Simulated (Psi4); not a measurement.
# GeH3S (SMILES [SH][GeH2]), run twice

Wanted: the energy of GeH3S, USCS-MP2/def2-SVP (density fitting).

The calculation is run with Psi4 1.11.

## Step 1: The molecule

GeH3S has 5 atoms, charge 0, and is taken as a doublet. As SMILES, `[SH][GeH2]`. The shape is that of a PBE0-D4/def2-TZVP optimisation.

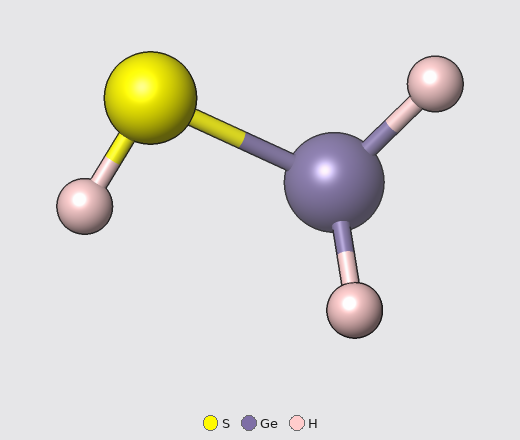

The structure, seen from a chosen angle (sulfur yellow, germanium purple, hydrogen pink).

## Step 2: First attempt

The input, calc.dat:

```
memory 1600 MB

molecule system {
  0 2
  S
  Ge 1 2.220144
  H 1 1.342997 2 94.43897
  H 2 1.550138 1 109.45543 3 -47.19354
  H 2 1.545471 4 110.78333 3 136.36621
  no_reorient
  no_com
}

set reference uhf
set freeze_core true
set mp2_type df

energy_value = energy("pbe1pbe/def2-SVP")
```

Command:

```console
$ psi4 -i calc.dat -o calc.out -n 1
```

calc.out:

```text
Psi4 1.11 release

psi4.driver.p4util.exceptions.MissingMethodError: Method=pbe1pbe is not available for any derivative level.

Printing out the relevant lines from the Psithon --> Python processed input file:
    ""","system")
    core.IO.set_default_namespace("system")
    core.set_global_option("REFERENCE", "uhf")
    core.set_global_option("FREEZE_CORE", "true")
    core.set_global_option("MP2_TYPE", "df")
--> energy_value = energy("pbe1pbe/def2-SVP")

!------------------------------------------------------------!
!                                                            !
!  Method=pbe1pbe is not available for any derivative level. !
!                                                            !
!------------------------------------------------------------!

    Psi4 run time: 0:00:00.08
```

Run time: 0.86 s. Hardware: 1 thread of INTEL XEON PLATINUM 8581C at 2.30GHz (Emerald Rapids), shared host; peak memory 0.14 GiB.

## Step 3: Reading the log

The program refused the input.

The log says `Method=pbe1pbe is not available for any derivative level.`. The fault: the keyword for the method is given a word that it doesn't take. To mend it: method SCS-MP2 in place of PBE1PBE.

## Step 4: Second attempt

The input, calc.dat:

```
memory 1600 mb

molecule molecule1 {
  0 2
  S
  Ge 1 2.220144
  H 1 1.342997 2 94.43897
  H 2 1.550138 1 109.45543 3 -47.19354
  H 2 1.545471 4 110.78333 3 136.36621
  units angstrom
  no_reorient
  no_com
}

set globals {
  reference   uhf
  freeze_core true
  mp2_type    df
}

energy("scs-mp2/def2-SVP")
print_variables()
```

Command:

```console
$ psi4 -n 1 calc.dat calc.out
```

calc.out:

```text
Psi4 1.11 release

   => Loading Basis Set <=

    Name: DEF2-SVP
    Role: ORBITAL
    Keyword: BASIS

         ---------------------------------------------------------
                                   SCF
                              UHF Reference
                        1 Threads,   1525 MiB Core
         ---------------------------------------------------------

  ==> Geometry <==

    Molecular point group: c1
    Full point group: C1

    Geometry (in Angstrom), charge = 0, multiplicity = 2:

[... 87 lines left out ...]
   @UHF iter SAD: -2469.93960807084977   -2.46994e+03   0.00000e+00
[... 7 lines left out ...]
   @UHF iter   8: -2474.24299951682679   -3.64967e-05   1.80613e-05 DIIS
[... 7 lines left out ...]
   @UHF iter  16: -2474.24300504292387   -4.09273e-12   1.29427e-08 DIIS
[... 48 lines left out ...]
    Final Occupation by Irrep:
[... 39 lines left out ...]
 Dipole Z            :          6.1599928           -5.7322917            0.4277011
[... 122 lines left out ...]
  PCG_CONVERGENCE               => (empty)
[... 71 lines left out ...]
	MP2 Total Energy (a.u.)            : -2474.59243857663796
[... 36 lines left out ...]
  "SOS-PI-MP2 TOTAL ENERGY"              =>   -2474.598272513038
[... 2 lines left out ...]
  Array Variable Map:
  ----------------------------------------------------------------------------
  "CURRENT DIPOLE"                       =>      -0.051666811425 ... 0.427701090135 1 by 3
  "SCF DIPOLE"                           =>      -0.051666811425 ... 0.427701090135 1 by 3
  "SCF TOTAL ENERGIES"                   =>   -2469.939608070850 ... -2474.243005042927 1 by 18

    Psi4 run time: 0:00:01.65
```

It took 2.5 s on 1 thread of INTEL XEON PLATINUM 8581C at 2.30GHz (Emerald Rapids), shared host; peak memory 0.27 GiB.

## Step 5: Results

Level: USCS-MP2/def2-SVP (density fitting).

| quantity | value |
| --- | --- |
| total energy | -2474.57941 Eh |
| HOMO energy (Hartree–Fock orbitals) (highest over α and β) | -8.70 eV |
| LUMO energy (Hartree–Fock orbitals) (lowest over α and β) | 0.82 eV |
| correlation energy (14 core orbitals frozen) | -336.4 mEh |
| ⟨S²⟩ | 0.756 |
